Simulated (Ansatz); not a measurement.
The figure comes from a scan of Be2C (antifluorite type, space group Fm-3m): the cell is scaled evenly about its relaxed volume V₀. The numbers are results of PBE (plane waves to 420 eV, PAW, scalar-relativistic; Ansatz, a quantum-chemistry and plane-wave program), not measurements. k mesh 13×13×13 (Γ-centred), Fermi-Dirac smearing 0.05 eV. Stress and pressure are positive under compression. Be2C was relaxed with its symmetry unable to fall. 

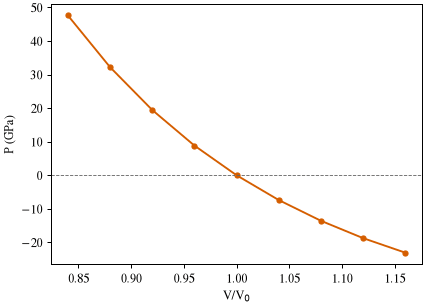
Figure: P (GPa) against V/V₀; computed points joined by lines.

### Question
List the plotted points as numbers.

### Answer
To the nearest 1:

```tsv
V/V₀	P (GPa)
0.840	48
0.880	32
0.920	19
0.960	9
1.000	0
1.040	-7
1.080	-14
1.120	-19
1.160	-23
```

(A scan under strain: stresses follow from slopes of the energy per volume, elastic moduli from its curvatures.)
